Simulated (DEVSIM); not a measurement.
Structure: Ni/SiO2/p-Si capacitor, at 300 K.

```csv
layer (left to right),material,thickness (nm),Na (cm⁻³)
1,SiO2,11.0,-
2,Si,1100,2.5e17
```

Metal gate on the left, work function 5.1 eV. Fixed charge at the semiconductor interface -5.3e11 cm⁻² (in units of +e); no interface traps.

The device is made up for the run: typed textbook-type constants, with dimensions and the other settings drawn at random. Values at 300 K.

```csv
parameter,SiO2,Si
gap (eV),9,1.124
affinity (eV),0.9,4.05
permittivity,3.9,11.7
Nc (cm⁻³),-,2.86e19
Nv (cm⁻³),-,3.1e19
```

Model (solved in DEVSIM): 1D Poisson equation in equilibrium, Boltzmann statistics, complete ionisation; no quantum confinement or tunnelling. Metal contacts follow the ideal Schottky-Mott rule: no Fermi-level pinning, no interface dipoles.

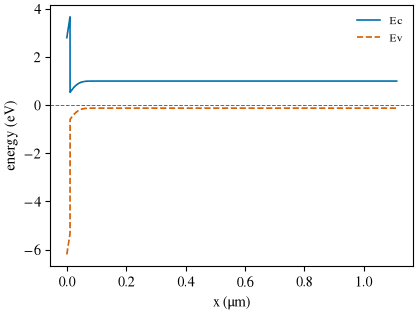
*Band edges at 1.4 V on the gate*

Energies count from the Fermi level of the right contact; mesh points crowd at the junctions.

```tsv
x (μm)	Ec (eV)	Ev (eV)	n (cm⁻³)	p (cm⁻³)	field (V/cm)
0.000	2.800	-6.200	< 1e2	< 1e2	800000
0.001110	2.889	-6.111	< 1e2	< 1e2	800000
0.003051	3.044	-5.956	< 1e2	< 1e2	800000
0.006205	3.297	-5.703	< 1e2	< 1e2	800000
0.009503	3.561	-5.439	< 1e2	< 1e2	800000
0.01078	3.663	-5.337	< 1e2	< 1e2	800000
0.01177	0.545	-0.579	2.0e10	5.8e9	180000
0.01482	0.599	-0.525	2.5e9	4.6e10	170000
0.01997	0.681	-0.443	1.0e8	1.1e12	150000
0.03045	0.818	-0.306	530000	2.2e14	110000
0.05179	0.967	-0.157	1700	7.0e16	33000
0.1217	0.999	-0.125	470	2.5e17	10
0.2375	0.999	-0.125	460	2.5e17	≈ 0
0.4731	0.999	-0.125	460	2.5e17	≈ 0
0.8503	0.999	-0.125	460	2.5e17	≈ 0
0.9835	0.999	-0.125	460	2.5e17	≈ 0
1.049	0.999	-0.125	460	2.5e17	≈ 0
1.081	0.999	-0.125	460	2.5e17	≈ 0
1.100	0.999	-0.125	460	2.5e17	≈ 0
1.106	0.999	-0.125	460	2.5e17	≈ 0
1.109	0.999	-0.125	460	2.5e17	≈ 0
1.111	0.999	-0.125	460	2.5e17	≈ 0
```
